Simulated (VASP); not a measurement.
Band structure of CaEuSi4 (space group I-4m2). All values below come from PBEsol GGA, VASP's PBE PAW potentials (set 64) (plane waves; VASP).

The 4f electrons are frozen in the core of the lanthanide potential, so 4f levels, which can set the real gap, and their magnetism are missing.

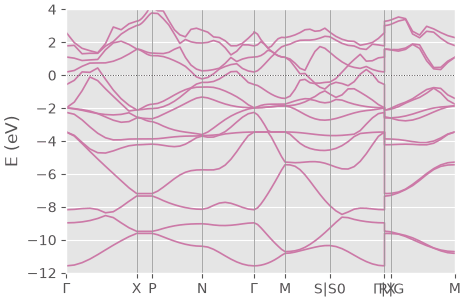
Figure. Bands along high-symmetry lines, zero at the valence-band maximum or, without a gap, the Fermi level

**Question.** Read the plot: is there a gap, and where are the band edges?

**Answer.** It has no gap at this level: it comes out as a metal or semimetal. (Edges off the drawn lines would not show.)

The structure comes from a computed database's CaEuSi4 entry (I-4m2); how it stands against other phases isn't given here. It was relaxed first.
